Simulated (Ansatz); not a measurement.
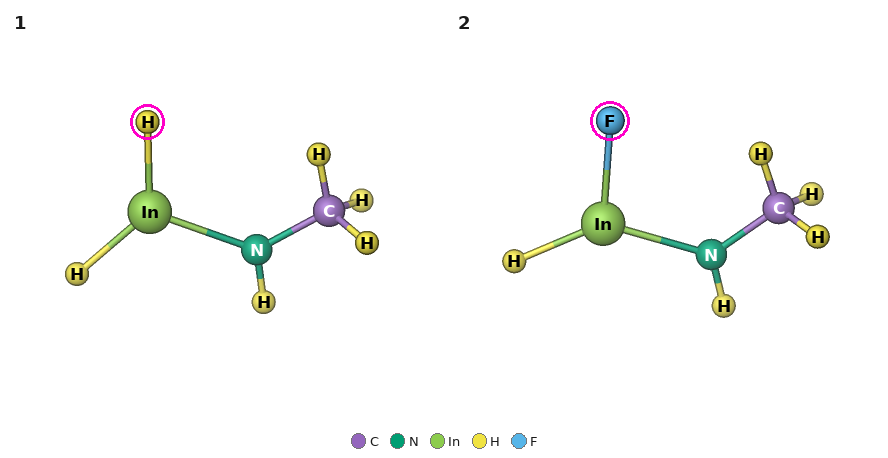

2 molecules with one skeleton, seen from the same side and at one scale; the atom that differs is circled. Each species is neutral and a spin singlet. Computed geometries: PBE0-D4/def2-TZVP optimisations, one conformation each. Properties computed with Ansatz 0.2.0. Elements past Kr carry core potentials.

One atom differs, called X below: H in panel 1, F in panel 2. Their formulas are CH6InN (`C[NH][InH2]`), CH5FInN (`C[NH][InH][F]`).

**In which is the HOMO–LUMO gap larger (revPBE-D4/def2-TZVPP)?**

In panel 2 (X = F).

**In which is the angle H–In–X larger (PBE0-D4/def2-TZVP)?**

In panel 1 (X = H).

Give the values. With PBE0-D4/def2-TZVP: length of X–In (Å), angle H–In–X (°). With revPBE-D4/def2-TZVPP: HOMO energy (Kohn–Sham orbital) (eV), HOMO–LUMO gap (eV). With r2SCAN-D4/def2-TZVPP: dipole moment (D).

| quantity | 1 (H) | 2 (F) | 2 − 1 |
| --- | --- | --- | --- |
| length of X–In (Å) | 1.713 | 1.963 | +0.250 |
| angle H–In–X (°) | 131.2 | 117.5 | −13.7 |
| HOMO energy (Kohn–Sham orbital) (eV) | −5.06 | −5.36 | −0.30 |
| HOMO–LUMO gap (eV) | 3.37 | 3.79 | +0.42 |
| dipole moment (D) | 0.58 | 3.29 | +2.71 |
